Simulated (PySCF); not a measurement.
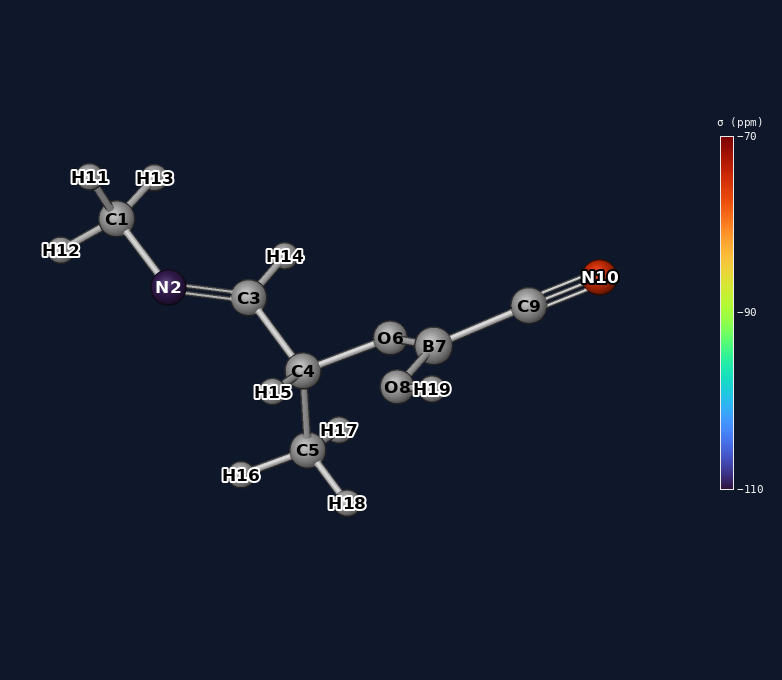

Atoms are coloured by their isotropic NMR shieldings (N only, the others grey). Computed geometry: GFN2-xTB optimisation. No frequency run is at hand to confirm it as a minimum. Level of theory: GIAO PBE0/pcSseg-1 NMR shielding, non-relativistic, gas phase (PySCF 2.14.0).

Give the isotropic NMR shieldings of the N atoms atom by atom.

| atom | σ (ppm) |
| --- | --- |
| N2 | −109.4 |
| N10 | −74.7 |

The geometry is semi-empirical. Around B such bond lengths and angles can be off by a tenth of an ångström or more and by several degrees, and values that hang on the shape move with them.
